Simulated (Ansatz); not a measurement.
```yaml
atoms:
  - { symbol: Ga, position_ang: [0.0000, 0.0000, 0.0191] }
  - { symbol: N, position_ang: [0.0000, 0.0000, 1.8296] }
  - { symbol: H, position_ang: [-0.8337, -0.0738, 2.4002] }
  - { symbol: H, position_ang: [0.8337, 0.0738, 2.4002] }
  - { symbol: H, position_ang: [1.3906, 0.1232, -0.6845] }
  - { symbol: H, position_ang: [-1.3906, -0.1232, -0.6845] }
```

Level of theory: RKS PBE0-D4/def2-SVP (Ansatz 0.2.0).

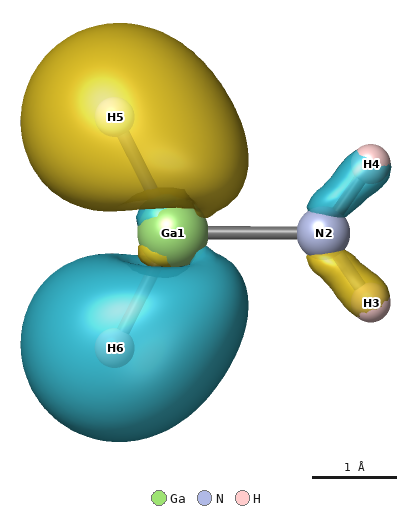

GaH$_{4}$N. The HOMO−1 at ±0.1 Å⁻³ᐟ² (yellow and cyan are the two phases), seen across its widest extent.

Describe this orbital and give its energy.

By Hirshfeld shares it lies mainly on Ga1 (about 40 %), H5 (about 30 %) and H6 (about 30 %); it is symmetric in the molecular plane (an in-plane orbital: σ, lone-pair or in-plane π type). Its energy is −8.35 eV.
